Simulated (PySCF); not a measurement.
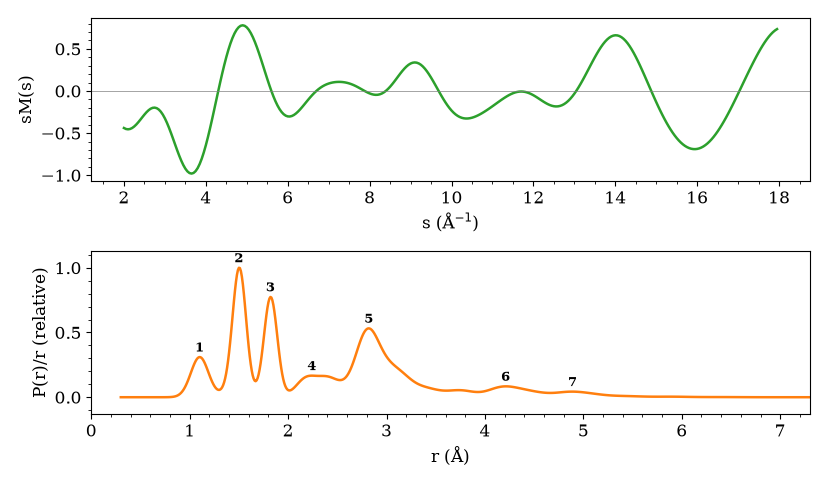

Simulated gas electron diffraction: reduced molecular intensity sM(s) from the Debye equation in the first Born approximation (top) and the radial distribution curve (bottom) of C4H11OP. Each pair of atoms contributes with weight ZᵢZⱼ/r; damping constant 0.001 Å²; vibrational amplitudes assumed, not computed: 0.05 Å for bonds, 0.078 Å for bonds to H, 0.06 + 0.015 r up to 0.15 Å for other pairs. The geometry is the end point of an optimisation (PySCF 2.14.0, density-fitted response routines, PBE0-D3(BJ)/def2-SVP geometry optimisation, gas phase); it may be a saddle point or a higher isomer.

Q: Which pairs of atoms lie under the numbered peaks? Mark bonded pairs by – and others by ···.

A: Peak 1, 1.10 Å: C–H 1.10 Å (×10)
Peak 2, 1.50 Å: P–O 1.50 Å, C–C 1.52 Å (×2)
Peak 3, 1.82 Å: P–C 1.82 Å (×2)
Peak 4, 2.24 Å: C···H 2.16–2.19 Å (×10), P···H 2.36–2.42 Å (×4), not resolved
Peak 5, 2.82 Å: P···C 2.77–2.83 Å (×2), O···C 2.79–2.80 Å (×2), P···H 2.90–3.03 Å (×3), C···C 2.93 Å, not resolved; in its flanks O···C 3.18 Å
Peak 6, 4.21 Å: O···C 4.13 Å, O···H 4.20–4.50 Å (×3), C···C 4.29 Å, C···H 4.41–4.52 Å (×4), not resolved
Peak 7, 4.89 Å: C···H 4.67–5.10 Å (×5), C···C 4.84 Å, H···H 4.86–5.18 Å (×7), O···H 4.96 Å, not resolved; in its flanks C···H 5.36–5.48 Å
